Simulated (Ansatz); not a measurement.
Input

```
crystal:
  periodic: [false, false, false]
  atoms:
    - { symbol: W, position_ang: [0.0, 0.0, 0.0] }
    - { symbol: H, position_ang: [0.0, 0.0, 1.97] }
    - { symbol: F, position_ang: [1.85, 0.0, 0.0] }
    - { symbol: H, position_ang: [0.0, 1.72, 0.0] }
    - { symbol: H, position_ang: [-1.72, 0.0, 0.0] }
    - { symbol: H, position_ang: [0.0, -1.72, 0.0] }
    - { symbol: H, position_ang: [0.0, 0.0, -1.72] }
    - { symbol: C, position_ang: [0.0, 0.0, 3.38] }
    - { symbol: H, position_ang: [-0.5653, -0.8805, 3.7505] }
    - { symbol: H, position_ang: [1.0452, -0.0494, 3.7505] }
    - { symbol: H, position_ang: [-0.4798, 0.9298, 3.7505] }
magnetization:
  spin_polarized: true
  initial_magnetization: 1
basis:
  gaussian: { orbitals: def2-SVP }
hamiltonian:
  xc: pbe
relax:
  f_tol: 0.15
  max_steps: 25
  restrain:
    - { distance: [1, 7], at: 2.31, k: 30.0 }
    - { distance: [0, 1], at: 1.72, k: 30.0 }
output:
  orbitals: {}
```

Command:

```sh
ansatz run input.yaml --threads 4 --pin off --max-ram 5120MiB --backend cpu --events-out ev --progress --plain --runs-dir out
```

The fields are those of the run's last geometry, not of the input's.

Core potentials replace the inner electrons of W; not at a stationary point (largest force 1.7 eV/Å).

All numbers below come from UKS PBE/def2-SVP in Ansatz 0.2.0.

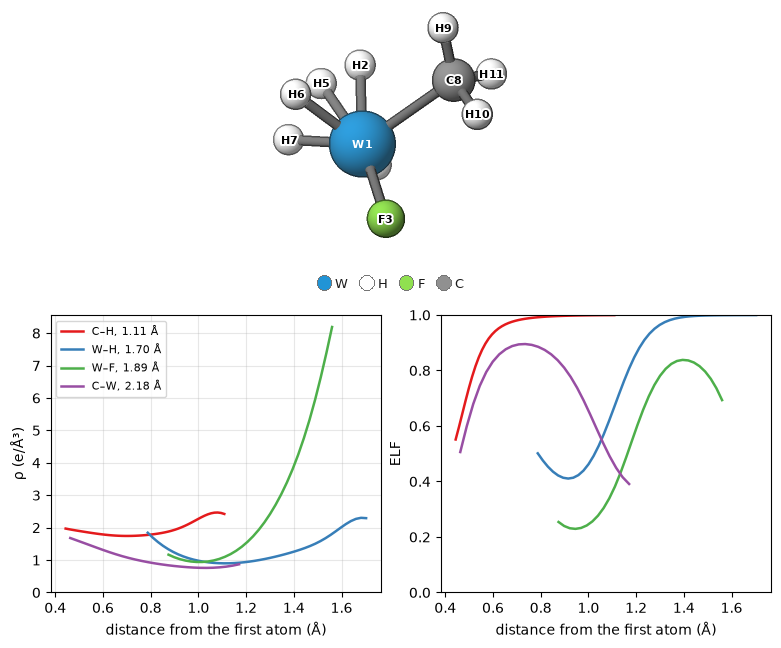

CH8FW (doublet). Electron density and ELF along straight lines between neighbouring atoms. The curves leave out the atomic cores. The structure is drawn too.

Q: What can be read from the curves?

A: C–H (1.11 Å): ρ at the midpoint is about 1.8 e/Å³; the ELF climbs to about 1 towards the hydrogen, as it does in any bond to H; an ordinary covalent bond to hydrogen.
W–H (1.70 Å): ρ at the midpoint is about 1.4 e/Å³; the ELF climbs to about 1 towards the hydrogen.
W–F (1.89 Å): ρ at the midpoint is about 0.98 e/Å³; the ELF peaks at about 0.85 in the valence shell of F, 0.5 Å from its nucleus, and drops to about 0.25 between the two atoms.
C–W (2.18 Å): ρ at the midpoint is about 0.78 e/Å³; the ELF peaks at about 0.90 in the valence shell of C, 0.7 Å from its nucleus, and is about 0.50 at the midpoint.
